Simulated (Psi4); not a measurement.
# A workflow on GaHClO (SMILES [O][GaH][Cl])

Wanted: a geometry optimisation (UMP2/def2-SVP), then vibrational wavenumbers, then a single-point energy (UCCSD(T)/cc-pVDZ) of GaHClO. 

The results are computed with Psi4 1.11.

## Step 1: Starting point

GaHClO has 4 atoms, charge 0, and is taken as a doublet. As SMILES, `[O][GaH][Cl]`. The coordinates come from a PBE0-D4/def2-TZVP relaxation. The run starts from this shape.

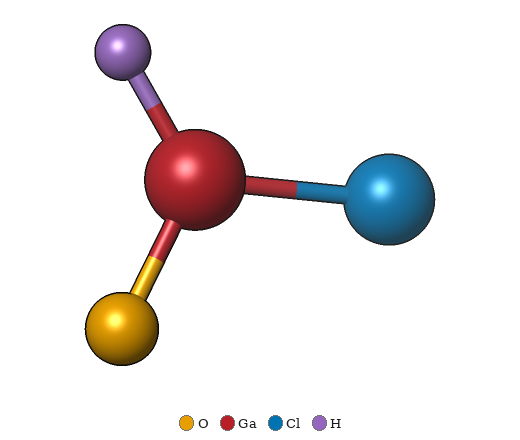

Viewed from a chosen angle; oxygen amber, gallium red, chlorine blue, hydrogen purple.

## Step 2: A geometry optimisation at UMP2/def2-SVP (density fitting, density fitting for correlation) (run 1)

The input, clgaho.dat:

```
memory 1600 MB

molecule mol {
  0 2
  O     -1.739800    -0.117700    -0.212200
  Ga     0.030900     0.144300    -0.061200
  Cl     1.050700    -1.557300     0.708800
  H      0.713700     1.470500    -0.455700
}

set basis def2-SVP
set reference uhf
set geom_maxiter 60
set num_frozen_docc 15

e_tot = optimize("mp2")
```

Started as:

```
psi4 clgaho.dat clgaho.out -n 1
```

clgaho.out:

```text
[...]
  Running in c1 symmetry.
[...]
  Nuclear repulsion =  240.936454910321658
[...]
  Multiplicity = 2
[...]
  Nalpha       = 29
  Nbeta        = 28
[...]
    Number of basis functions: 69
[...]
   @DF-UHF iter   1: -2456.07897352418740   -3.12775e+00   3.30808e-02 ADIIS/DIIS
[...]
	Warning: cc_lambda option is changed to TRUE
	For this residual convergence, default PCG convergence is:     1.00e-07
[...]
	DF-SCS-MP2 Total Energy (a.u.)     : -2458.22296587742585
	DF-SOS-MP2 Total Energy (a.u.)     : -2458.21099338358044
[...]
	Warning: cc_lambda option is changed to TRUE
	For this residual convergence, default PCG convergence is:     1.00e-07
[...]
   @DF-UHF iter  21: -2457.76786764762392    4.54747e-12   7.00131e-11 DIIS
[...]
   @S^2 Observed:                7.578555543E-01
[...]
  @DF-UHF Final Energy: -2457.76786764762392
   => Energetics <=
    Nuclear Repulsion Energy =            240.3501413884950466
    One-Electron Energy =               -3902.6010707374362028
    Two-Electron Energy =                1204.4830617013171832
    Total Energy =                      -2457.7678676476239161
  UHF NO Occupations:
  HONO-2 :   27  A 1.9987735
  HONO-1 :   28  A 1.9981223
[...]
 Multipole Moments:
 ------------------------------------------------------------------------------------
     Multipole            Electronic (a.u.)      Nuclear  (a.u.)        Total (a.u.)
 ------------------------------------------------------------------------------------
 L = 1.  Multiply by 2.5417464519 to convert [e a0] to [Debye]
 Dipole X            :          0.3799427            0.1217497            0.5016924
 Dipole Y            :          1.2024452           -0.5312840            0.6711612
 Dipole Z            :         -0.3907875            0.2131124           -0.1776751
 Magnitude           :                                                    0.8565752
[...]
	DF-SCS-MP2 Total Energy (a.u.)     : -2458.22306749679638
	DF-SOS-MP2 Total Energy (a.u.)     : -2458.21110666094819
	DF-SCS(N)-MP2 Total Energy (a.u.)  : -2458.01104409092750
[...]
	DF-MP2 Total Energy (a.u.)         : -2458.24698916849184
[...]
    Final optimized geometry and variables:
    Molecular point group: c1
    Full point group: C1
    Geometry (in Angstrom), charge = 0, multiplicity = 2:
    O           -1.850841998023     0.275096826333    -0.360013683766
    GA          -0.068878956279     0.510195161213    -0.197937882304
    CL           0.965029244745    -1.184385450302     0.571937465716
    H            0.600913634405     1.836584663292    -0.593978889099
    Psi4 run time: 0:00:25.51
[...]
```

The script printed:

```text
Optimizer: Optimization complete!
```

Run time: 26 s. Hardware: 1 thread of AMD EPYC 9R14 (Zen 4), shared host; peak memory 0.68 GiB.

The path in brief:

| step | energy from the first frame kept (eV) | largest force (eV/Å) |
| --- | --- | --- |
| 0 | 0.0000 | 0.2354 |
| 1 | -0.0016 | 0.0623 |
| 2 | 0.0193 | 0.5161 |
| 3 | -0.0017 | 0.0667 |
| 4 | -0.0020 | 0.0349 |
| 5 | -0.0021 | 0.0078 |
| 6 | -0.0021 | 0.0010 |

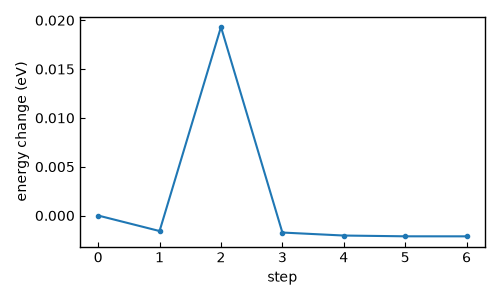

Energy along the run.

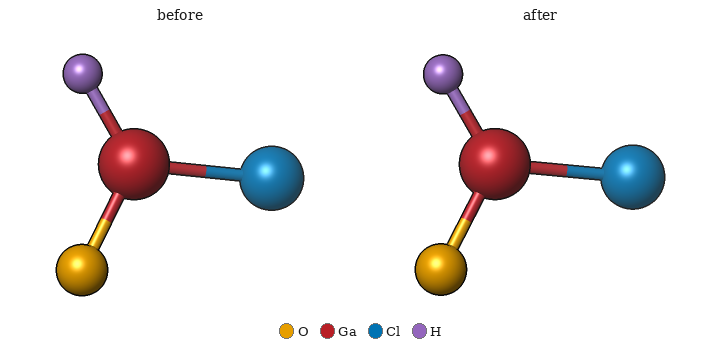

Before and after, at one scale.

After the run. Bond lengths: O1–Ga2 1.805 Å, Ga2–Cl3 2.129 Å, Ga2–H4 1.538 Å. Angles: O1–Ga2–Cl3 114.1°, O1–Ga2–H4 121.3°, Cl3–Ga2–H4 124.6°.

## Step 3: The harmonic vibrations at UMP2/def2-SVP (density fitting, density fitting for correlation) (run 2)

The input, job.inp:

```
memory 1.6 GB

molecule {
  0 2
  O     -3.31371980    -0.18214881    -0.41906944
  Ga     0.05370224     0.26212202    -0.11279019
  Cl     2.00750520    -2.94017196     1.34206460
  H      1.31942568     2.76863397    -0.86119922
  units bohr
}

set reference uhf
set t 600.0
set num_frozen_docc 15
set rotational_symmetry_number 1

energy_value, wavefunction = frequency("mp2/def2-SVP", return_wfn=True)
```

Started as:

```
psi4 job.inp job.out -n 1
```

job.out:

```text
[...]
  Running in c1 symmetry.
[...]
  Nuclear repulsion =  240.350119480595254
[...]
  Multiplicity = 2
[...]
  Nalpha       = 29
  Nbeta        = 28
[...]
    Number of basis functions: 69
[...]
   @DF-UHF iter   1: -2456.07082327178705   -3.13147e+00   3.30959e-02 ADIIS/DIIS
[...]
	Warning: cc_lambda option is changed to TRUE
	For this residual convergence, default PCG convergence is:     1.00e-07
[...]
	DF-SCS-MP2 Total Energy (a.u.)     : -2458.22306749971540
	DF-SOS-MP2 Total Energy (a.u.)     : -2458.21110666410232
[...]
   @DF-UHF iter  34: -2457.76787123558734   -1.81899e-12   6.24314e-11 DIIS
[...]
   @S^2 Observed:                7.578560049E-01
[...]
  @DF-UHF Final Energy: -2457.76787123558734
   => Energetics <=
    Nuclear Repulsion Energy =            240.3427448670178137
    One-Electron Energy =               -3902.5856779184114203
    Two-Electron Energy =                1204.4750618158063844
    Total Energy =                      -2457.7678712355873358
  UHF NO Occupations:
  HONO-2 :   27  A 1.9987733
  HONO-1 :   28  A 1.9981222
[...]
 Multipole Moments:
 ------------------------------------------------------------------------------------
     Multipole            Electronic (a.u.)      Nuclear  (a.u.)        Total (a.u.)
 ------------------------------------------------------------------------------------
 L = 1.  Multiply by 2.5417464519 to convert [e a0] to [Debye]
 Dipole X            :          0.3800057            0.1217490            0.5017546
 Dipole Y            :          1.2023259           -0.5312846            0.6710413
 Dipole Z            :         -0.3868382            0.2106083           -0.1762299
 Magnitude           :                                                    0.8562191
[...]
	DF-SCS-MP2 Total Energy (a.u.)     : -2458.22306841115915
	DF-SOS-MP2 Total Energy (a.u.)     : -2458.21110813812720
	DF-SCS(N)-MP2 Total Energy (a.u.)  : -2458.01104384991777
[...]
	DF-MP2 Total Energy (a.u.)         : -2458.24698895722213
[...]
  ==> Harmonic Vibrational Analysis <==
[...]
  Freq [cm^-1]                 161.7968            452.4090            471.3374
[...]
  IR activ [km/mol]            29.1547             64.0831             113.6935
[...]
  Freq [cm^-1]                 602.8414            706.0750           2136.9183
[...]
  IR activ [km/mol]            148.1280            56.9312             117.6463
[...]
  Total E_0, Enthalpy at 0 [K]                                                        -2458.23666593 [Eh]
[...]
  Total H, Enthalpy at  600.00 [K]                                                    -2458.22380366 [Eh]
[...]
  Total G, Gibbs energy at  600.00 [K]                                                -2458.30278983 [Eh]
[...]
```

On the terminal:

```text
Warning: used thermodynamics relations inappropriate for low-frequency modes: ['161.7968' '452.4090' '471.3374' '602.8414']
```

Run time: 74 s. Hardware: 1 thread of AMD EPYC 9R14 (Zen 4), shared host; peak memory 0.69 GiB.

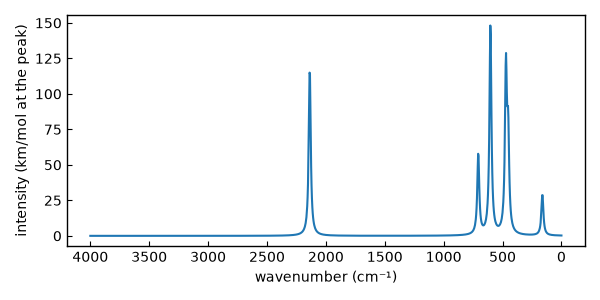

Harmonic infrared spectrum, unscaled, lines broadened by 10 cm⁻¹.

## Step 4: The energy at UCCSD(T)/cc-pVDZ (run 3)

The input, job.inp:

```
memory 1.6 GB

molecule mol {
  0 2
  O     -1.753545    -0.096389    -0.221762
  Ga     0.028418     0.138709    -0.059686
  Cl     1.062326    -1.555872     0.710190
  H      0.698210     1.465098    -0.455727
  units angstrom
  symmetry c1
}

set {
  reference   uhf
  scf_type    pk
  freeze_core true
}

energy("ccsd(t)/cc-pVDZ")
```

Started as:

```
psi4 job.inp job.out -n 1
```

job.out:

```text
[...]
  Running in c1 symmetry.
[...]
  Nuclear repulsion =  240.350119403629634
[...]
  Multiplicity = 2
[...]
  Nalpha       = 29
  Nbeta        = 28
[...]
    Number of basis functions: 64
[...]
   @UHF iter   1: -2457.33092195014842   -4.28166e+00   1.70419e-02 ADIIS/DIIS
[...]
   @UHF iter  20: -2458.19882703217445   -3.18323e-12   4.07283e-09 DIIS
[...]
   @S^2 Observed:                7.580563327E-01
[...]
    Orbital Energies [Eh]
    ---------------------
    Alpha Occupied:
       1A   -378.935369     2A   -104.828538     3A    -48.280635
       4A    -42.611075     5A    -42.608610     6A    -42.607863
       7A    -20.617397     8A    -10.556208     9A     -8.023320
      10A     -8.020848    11A     -8.020682    12A     -6.485177
      13A     -4.579809    14A     -4.576602    15A     -4.574297
      16A     -1.358445    17A     -1.287103    18A     -1.282407
      19A     -1.279595    20A     -1.278519    21A     -1.253120
      22A     -1.080559    23A     -0.638685    24A     -0.633021
      25A     -0.540169    26A     -0.537825    27A     -0.497367
      28A     -0.473391    29A     -0.461928
    Alpha Virtual:
[...]
  @UHF Final Energy: -2458.19882703217445
   => Energetics <=
    Nuclear Repulsion Energy =            240.3501194036296340
    One-Electron Energy =               -3902.1855001829262619
    Two-Electron Energy =                1203.6365537471219795
    Total Energy =                      -2458.1988270321744494
  UHF NO Occupations:
  HONO-2 :   27  A 1.9986990
  HONO-1 :   28  A 1.9981071
[...]
 Multipole Moments:
 ------------------------------------------------------------------------------------
     Multipole            Electronic (a.u.)      Nuclear  (a.u.)        Total (a.u.)
 ------------------------------------------------------------------------------------
 L = 1.  Multiply by 2.5417464519 to convert [e a0] to [Debye]
 Dipole X            :          0.3434840            0.1217490            0.4652330
 Dipole Y            :          1.2452916           -0.5312846            0.7140071
 Dipole Z            :         -0.4116945            0.2131128           -0.1985817
 Magnitude           :                                                    0.8750328
[...]
      * MP2 total energy                      = -2458.551382442522481
[...]
      * CCSD total energy                     = -2458.583809555287644
[...]
      * CCSD(T) total energy                     = -2458.592777643426416
[...]
```

It took 36 s on 1 thread of AMD EPYC 9R14 (Zen 4), shared host; peak memory 0.42 GiB.

## Step 5: What came out

| quantity | value |
| --- | --- |
| run 1, UMP2/def2-SVP: total energy at the end | -2458.24699 Eh |
| run 1, UMP2/def2-SVP: HOMO energy (Hartree–Fock orbitals) (highest over α and β) | -12.38 eV |
| run 1, UMP2/def2-SVP: LUMO energy (Hartree–Fock orbitals) (lowest over α and β) | 1.53 eV |
| run 1, UMP2/def2-SVP: correlation energy (15 core orbitals frozen) | -479.1 mEh |
| run 1, UMP2/def2-SVP: ⟨S²⟩ of the reference determinant | 0.758 |
| run 2, UMP2/def2-SVP: lowest harmonic wavenumber | 162 cm⁻¹ |
| run 2, UMP2/def2-SVP: highest harmonic wavenumber | 2137 cm⁻¹ |
| run 2, UMP2/def2-SVP: zero-point energy | 27.1 kJ/mol |
| run 2, UMP2/def2-SVP: ideal-gas entropy at 600 K (symmetry number 1 as used) | 82.6 cal/(mol K) |
| run 3, UCCSD(T)/cc-pVDZ: total energy | -2458.59278 Eh |
| run 3, UCCSD(T)/cc-pVDZ: HOMO energy (Hartree–Fock orbitals) (highest over α and β) | -12.41 eV |
| run 3, UCCSD(T)/cc-pVDZ: LUMO energy (Hartree–Fock orbitals) (lowest over α and β) | 1.44 eV |
| run 3, UCCSD(T)/cc-pVDZ: correlation energy (15 core orbitals frozen) | -394.0 mEh |
| run 3, UCCSD(T)/cc-pVDZ: (T) correction | -8.97 mEh |
| run 3, UCCSD(T)/cc-pVDZ: ⟨S²⟩ of the reference determinant | 0.758 |
| run 3, UCCSD(T)/cc-pVDZ: T1 diagnostic | 0.020 |

What this shows: The optimisation (run 1, UMP2/def2-SVP) took 7 steps and changed the energy by -0.002 eV. All 6 modes (run 2, UMP2/def2-SVP) are real, so the shape is a minimum at this level. The triples (run 3, UCCSD(T)/cc-pVDZ) make up 2.3 % of the correlation energy.
